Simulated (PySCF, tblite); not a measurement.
# C2H9B2PS: dynamics, then NMR shifts on frames

Aim: move C2H9B2PS (`BPB(C)SC`) away from its starting geometry and see how NMR shifts follow the geometry.

Programs: tblite 0.8.0 and PySCF 2.14.0, with density-fitted response routines of our own. Each step states its level of theory. These are calculated values for one molecule in the gas phase, unless marked as measured. Atoms are numbered from 0 throughout.

**1. The starting structure**

15 atoms, charge 0, multiplicity 1; geometry from: GFN2-xTB.

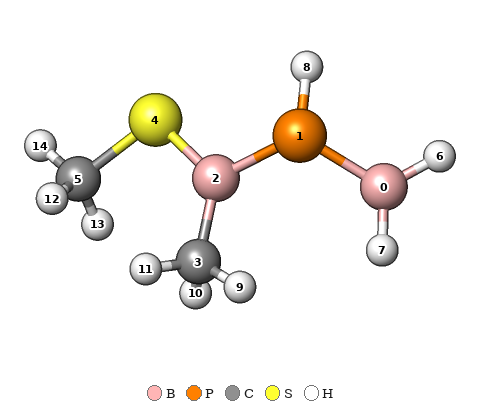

As it starts; boron pink, phosphorus orange, carbon grey, sulfur yellow, hydrogen white, atoms numbered.

**2. Thermal motion with GFN2-xTB**

Job settings and geometry (Å):

```
{"job": {"kind": "md", "xc": "GFN2-xTB", "basis": "xTB", "temperature": 300, "steps": 2000, "every": 50, "frames": 5}, "charge": 0, "multiplicity": 1}
B      3.103949    -0.205241    -0.639185
P      1.515229     0.072471    -1.445444
B     -0.000754     0.084645    -0.381431
C     -0.000724     0.844094     1.006239
S     -1.452694    -0.732894    -1.027099
C     -2.739476    -0.437988     0.236910
H      3.955464    -0.769715    -1.205885
H      3.299133     0.277823     0.408562
H      1.304663    -0.815999    -2.474740
H      0.954358     1.329866     1.199793
H     -0.191830     0.165982     1.839048
H     -0.770974     1.614703     1.054926
H     -2.914419     0.628243     0.335845
H     -2.426681    -0.863522     1.184474
H     -3.639657    -0.930687    -0.113924
```

With the program's defaults for keys left out, this is: GFN2-xTB Langevin dynamics, gas phase.

Started as:

```
$ OMP_NUM_THREADS=1 python probes_run.py task.json out
```

One launch serves the whole session: the jobs run in the order shown.

The program printed:

```text
t/fs     T/K      E/eV
    0.0   239.3   -465.26870
   25.0   203.5   -464.99394
   50.0   227.5   -465.12230
   75.0   195.4   -464.93359
  100.0   220.5   -464.85021
  125.0   190.4   -464.76465
  150.0   247.8   -464.91584
  175.0   196.3   -464.59920
  200.0   279.3   -464.78944
  225.0   269.6   -464.79896
  250.0   314.5   -464.77644
  275.0   290.1   -464.78664
  300.0   304.8   -464.62183
  325.0   255.2   -464.63479
  350.0   396.8   -464.80251
  375.0   316.7   -464.73303
  400.0   335.0   -464.73703
  425.0   248.7   -464.68676
  450.0   175.5   -464.51450
  475.0   353.2   -464.74678
  500.0   415.5   -464.78473
  525.0   327.5   -464.70987
  550.0   245.2   -464.53742
  575.0   312.3   -464.53189
  600.0   297.4   -464.72603
  625.0   337.1   -464.78576
  650.0   299.1   -464.75194
  675.0   301.0   -464.75039
  700.0   314.2   -464.78441
  725.0   350.1   -464.82865
  750.0   393.7   -464.80032
  775.0   252.3   -464.44550
  800.0   377.5   -464.63874
  825.0   310.4   -464.60509
  850.0   340.7   -464.64448
  875.0   335.7   -464.65982
  900.0   268.8   -464.56755
  925.0   325.7   -464.61091
  950.0   410.2   -464.69986
  975.0   441.8   -464.83581
 1000.0   375.5   -464.82518
```

Run time: 12 s. Hardware: 1 thread of Arm Neoverse V1, shared host; peak memory 0.24 GiB.

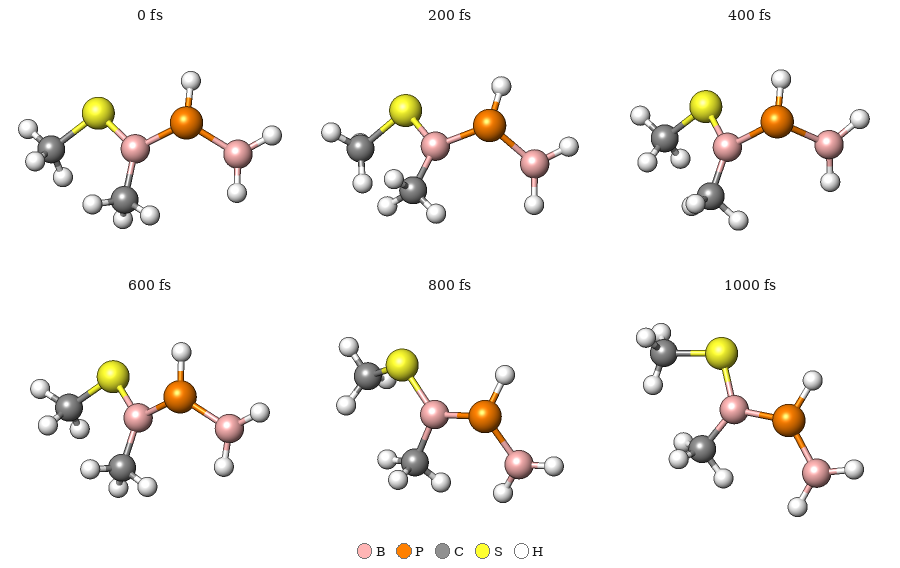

Frames of the run.

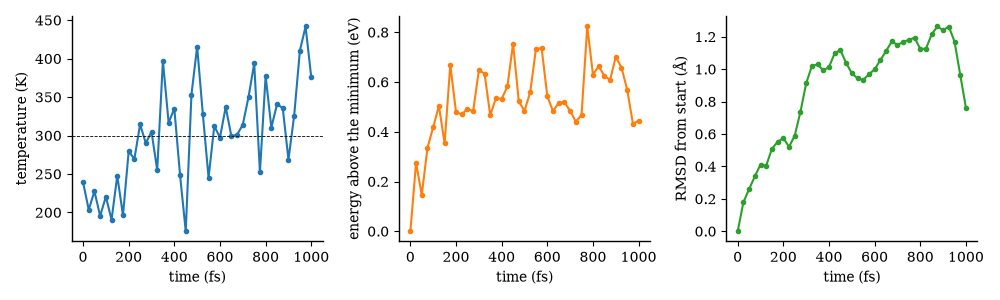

Temperature, potential energy and distance from the start.

Positions (Å) and forces (eV/Å) at 1000 fs:

```xyz
15

B     2.884    0.943    1.127    0.244   -0.072   -0.182
P     1.820    0.663   -0.276   -0.794   -0.212   -0.378
B    -0.005    0.262   -0.202    0.438    0.178   -0.308
C    -0.828    0.523    1.101    0.202   -1.944    0.294
S    -0.734   -0.480   -1.637    0.659   -0.273   -0.467
C    -2.519   -0.482   -1.356    0.306    1.151   -2.708
H     4.025    0.927    0.828   -0.070    0.099    0.470
H     2.440    1.172    2.202    0.218   -0.078   -0.413
H     2.342    0.237   -1.500   -0.068    0.159    0.532
H    -1.274    1.451    1.224   -1.007    1.744   -0.245
H    -0.100    0.515    1.907   -0.101   -0.488    0.480
H    -1.637   -0.255    1.245    1.022    0.740    0.262
H    -2.883    0.348   -2.017   -0.043   -0.848    0.484
H    -2.715   -0.243   -0.386   -0.664    0.442    2.425
H    -2.911   -1.423   -1.653   -0.343   -0.599   -0.248
```

**3. Nuclear shieldings: 250 fs, PBE0/pcSseg-1**

Job settings and geometry (Å):

```
{"job": {"kind": "nmr", "xc": "PBE0", "basis": "pcSseg-1", "pop": false}, "charge": 0, "multiplicity": 1}
B      2.766400    -0.265100    -0.528600
P      1.382800     0.056000    -1.631300
B     -0.121500     0.281600    -0.569000
C     -0.354300     1.354200     0.500600
S     -1.419000    -0.939500    -0.988400
C     -2.964600    -0.838600     0.106900
H      3.490900    -1.186700    -0.870400
H      2.999200     0.409500     0.412000
H      1.183400    -1.089300    -2.383600
H      0.444400     2.127600     0.511000
H     -0.290300     0.844000     1.491300
H     -1.338600     1.912800     0.500900
H     -3.914500    -0.708600    -0.442800
H     -2.704800    -0.009600     0.713100
H     -2.900400    -1.809400     0.543200
```

Method: GIAO PBE0/pcSseg-1 NMR shielding, non-relativistic, gas phase.

The program printed:

```text
coarse grid: 13176 points
cycle   1  E = -870.3174025732  dE =  3.392e-01  |g| = 3.324e-01  |ddm| = 3.359e+00
cycle   2  E = -870.3214784368  dE = -4.076e-03  |g| = 3.265e-01  |ddm| = 6.955e-01
cycle   3  E = -870.3507442327  dE = -2.927e-02  |g| = 4.399e-02  |ddm| = 3.320e-01
cycle   4  E = -870.3512367084  dE = -4.925e-04  |g| = 2.075e-02  |ddm| = 9.337e-02
cycle   5  E = -870.3513542354  dE = -1.175e-04  |g| = 4.983e-03  |ddm| = 3.103e-02
cycle   6  E = -870.3513603146  dE = -6.079e-06  |g| = 1.886e-03  |ddm| = 8.194e-03
final grid: 116856 points
cycle   7  E = -870.3861305272  dE = -3.038e-05  |g| = 9.070e-03  |ddm| = 3.027e-02
cycle   8  E = -870.3861139699  dE =  1.656e-05  |g| = 1.186e-02  |ddm| = 1.903e-02
cycle   9  E = -870.3861521279  dE = -3.816e-05  |g| = 6.825e-04  |ddm| = 1.237e-02
cycle  10  E = -870.3861522761  dE = -1.482e-07  |g| = 1.900e-04  |ddm| = 1.308e-03
cycle  11  E = -870.3861522852  dE = -9.092e-09  |g| = 6.865e-05  |ddm| = 2.623e-04
cycle  12  E = -870.3861522865  dE = -1.309e-09  |g| = 2.304e-05  |ddm| = 1.144e-04
cycle  13  E = -870.3861522866  dE = -1.637e-10  |g| = 5.817e-06  |ddm| = 3.458e-05
converged SCF energy = -870.3861522866

GIAO shielding tensors (ppm)
atom      isotropic    diamagn.    paramagn.     s11        s22        s33       span
  0 B       26.364     196.306    -169.942    -70.271      3.831    145.532    215.804
  1 P      362.870     971.214    -608.343    168.638    427.362    492.611    323.972
  2 B       32.217     194.833    -162.616    -24.846     10.052    111.445    136.292
  3 C      177.785     253.329     -75.544    158.320    181.197    193.839     35.519
  4 S      402.422    1060.379    -657.957    224.168    456.999    526.099    301.930
  5 C      164.830     256.525     -91.695    137.559    170.045    186.886     49.326
  6 H       23.390      28.063      -4.673     16.069     25.674     28.428     12.359
  7 H       23.686      29.657      -5.971     15.177     26.868     29.013     13.836
  8 H       26.955      32.339      -5.383     22.470     27.439     30.957      8.487
  9 H       29.323      30.501      -1.178     24.860     28.173     34.935     10.075
 10 H       30.162      31.320      -1.158     26.185     28.171     36.129      9.944
 11 H       29.239      29.419      -0.179     24.561     28.650     34.507      9.946
 12 H       29.118      29.358      -0.240     24.687     26.155     36.511     11.824
 13 H       29.038      33.390      -4.352     22.570     30.578     33.965     11.395
 14 H       29.285      31.936      -2.651     22.696     28.156     37.004     14.307
```

It took 17 s on 1 thread of Arm Neoverse V1, shared host; peak memory 0.8 GiB.

The references, computed at this level on geometries of the same kind, shield at (ppm): 1H TMS 31.72, 13C TMS 186.9, 31P H3PO4 318.4, 11B BF3·OEt2 100.1, 33S CS2 504. Their shielding less the atom's gives the shift. The references are single molecules in the gas phase, so shifts against H2O, NH3, PH3, H3PO4 or CFCl3 are not on the usual liquid scales and can be off by tens of ppm. Each atom is listed at this fixed geometry, with no averaging over motion; a spectrum would average atoms that exchange fast.

```csv
atoms,environment,σ (ppm),δ (ppm)
C5,methyl carbon bonded to S,164.8,22.1
C3,methyl carbon bonded to B,177.8,9.1
H6,hydrogen on a boron bonded to P,23.39,8.33
H7,hydrogen on a boron bonded to P,23.69,8.03
H8,hydrogen on a phosphorus bonded to 2 B,26.96,4.76
H13,hydrogen on a methyl carbon bonded to S,29.04,2.68
H12,hydrogen on a methyl carbon bonded to S,29.12,2.60
H11,hydrogen on a methyl carbon bonded to B,29.24,2.48
H14,hydrogen on a methyl carbon bonded to S,29.29,2.43
H9,hydrogen on a methyl carbon bonded to B,29.32,2.39
H10,hydrogen on a methyl carbon bonded to B,30.16,1.56
B0,"boron bonded to P, 2 H",26.4,73.7
B2,"boron bonded to C, P, S",32.2,67.9
P1,"phosphorus bonded to 2 B, H",362.9,-44.5
S4,"sulfur bonded to C, B",402,101
```

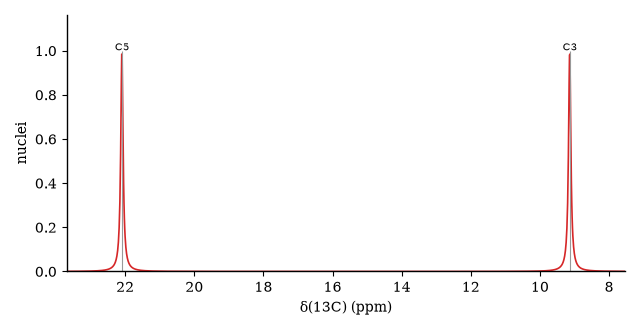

13C lines at the computed shifts, without couplings. Lines are broadened to a width of 0.08 ppm (Lorentzian).

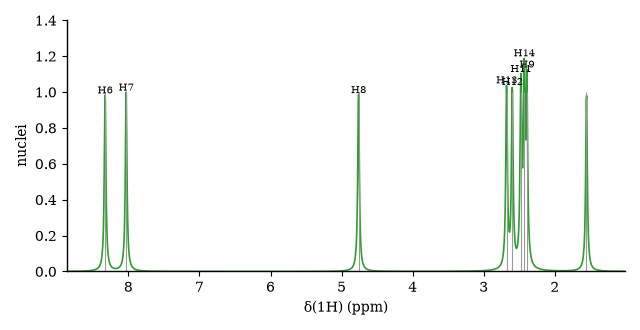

1H lines at the computed shifts, without couplings. Lines are broadened to a width of 0.03 ppm (Lorentzian).

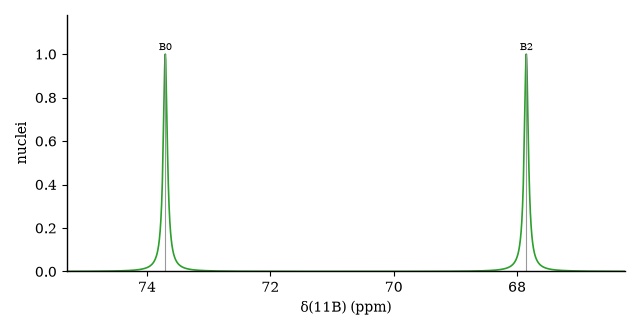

11B lines at the computed shifts, without couplings. Lines are broadened to a width of 0.08 ppm (Lorentzian).

**4. Shielding tensors: 425 fs, PBE0/pcSseg-1**

Job settings and geometry (Å):

```
{"job": {"kind": "nmr", "xc": "PBE0", "basis": "pcSseg-1", "pop": false}, "charge": 0, "multiplicity": 1}
B      2.738200    -0.473100    -0.703700
P      1.437400     0.525600    -1.331900
B     -0.067300     0.200400    -0.322400
C     -0.153900     0.949000     1.112800
S     -1.241200    -0.929600    -1.001700
C     -2.573100    -1.424100     0.167000
H      3.501200    -1.072700    -1.442300
H      3.102000    -0.184500     0.374800
H      1.040200     0.019700    -2.555600
H     -0.649400     1.868500     0.859100
H      0.769000     1.279700     1.522600
H     -0.664700     0.336300     1.917900
H     -3.443600    -1.878000    -0.366400
H     -2.846400    -0.571100     0.769200
H     -2.133400    -2.077700     0.911600
```

With the program's defaults for keys left out, this is: GIAO PBE0/pcSseg-1 NMR shielding, non-relativistic, gas phase.

The program printed:

```text
coarse grid: 13176 points
cycle   1  E = -870.3082024528  dE =  4.415e-01  |g| = 3.411e-01  |ddm| = 3.396e+00
cycle   2  E = -870.3099206435  dE = -1.718e-03  |g| = 3.434e-01  |ddm| = 7.157e-01
cycle   3  E = -870.3429763339  dE = -3.306e-02  |g| = 4.321e-02  |ddm| = 3.594e-01
cycle   4  E = -870.3434902722  dE = -5.139e-04  |g| = 1.808e-02  |ddm| = 8.993e-02
cycle   5  E = -870.3435795286  dE = -8.926e-05  |g| = 3.603e-03  |ddm| = 2.840e-02
cycle   6  E = -870.3435824475  dE = -2.919e-06  |g| = 1.400e-03  |ddm| = 5.571e-03
final grid: 116856 points
cycle   7  E = -870.3788316804  dE = -3.093e-05  |g| = 8.464e-03  |ddm| = 2.775e-02
cycle   8  E = -870.3788214032  dE =  1.028e-05  |g| = 1.048e-02  |ddm| = 1.626e-02
cycle   9  E = -870.3788498449  dE = -2.844e-05  |g| = 5.334e-04  |ddm| = 1.022e-02
cycle  10  E = -870.3788499374  dE = -9.254e-08  |g| = 1.309e-04  |ddm| = 1.117e-03
cycle  11  E = -870.3788499418  dE = -4.320e-09  |g| = 5.724e-05  |ddm| = 2.321e-04
cycle  12  E = -870.3788499427  dE = -9.850e-10  |g| = 1.769e-05  |ddm| = 9.080e-05
converged SCF energy = -870.3788499427

GIAO shielding tensors (ppm)
atom      isotropic    diamagn.    paramagn.     s11        s22        s33       span
  0 B       28.827     194.443    -165.617    -64.823      3.260    148.042    212.865
  1 P      385.241     971.162    -585.921    195.984    459.543    500.195    304.211
  2 B       32.311     195.719    -163.408    -27.780      8.167    116.545    144.325
  3 C      173.778     252.729     -78.952    150.671    183.295    187.368     36.697
  4 S      437.101    1060.006    -622.905    244.525    505.775    561.002    316.477
  5 C      166.284     254.774     -88.490    148.833    158.913    191.107     42.274
  6 H       23.537      27.683      -4.146     17.211     25.980     27.422     10.211
  7 H       24.141      29.861      -5.720     15.778     27.405     29.239     13.460
  8 H       27.464      32.015      -4.551     23.044     27.628     31.719      8.675
  9 H       31.400      30.995       0.405     27.702     28.862     37.636      9.934
 10 H       30.425      32.573      -2.148     26.460     29.319     35.495      9.035
 11 H       29.424      30.934      -1.511     24.428     29.450     34.393      9.965
 12 H       28.672      28.281       0.392     23.652     25.983     36.383     12.730
 13 H       29.130      31.907      -2.777     23.865     28.732     34.794     10.929
 14 H       29.336      31.495      -2.159     24.080     27.596     36.332     12.252
```

It took 16 s on 1 thread of Arm Neoverse V1, shared host; peak memory 0.82 GiB.

In short: δ C5 20.6, C3 13.1, B0 71.2, B2 67.8, H6 8.18, H7 7.58 ppm.

(Part 1 of 2 ends here.)
